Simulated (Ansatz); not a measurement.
The starting structures come from a database of crystals and need not be the phases stable at ambient conditions.

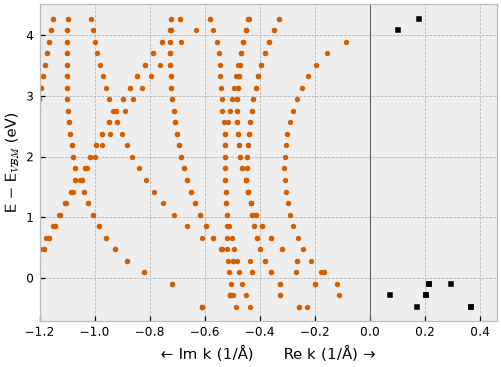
Figure: Complex bands at the centre of the two-dimensional zone; r2SCAN in Ansatz (an electronic-structure program)

The gap is the functional's own, uncorrected, and κ follows it; spin-orbit coupling is left out. Mid-gap values are interpolated between the computed energies.

Problem. This is Ba$_{2}$LuSbO$_{6}$ (Fm-3m, not sure to be the ambient phase, 10 atoms a cell, 15.0 Å³ an atom, -3 GPa at this level) along the normal of (111). Read off the slowest decay at the centre of the two-dimensional zone at 2.00 eV, the computed energy nearest the middle of the gap.

Solution. κ ≈ 0.31 1/Å, a decay length 1/(2κ) of the density of 1.6 Å.
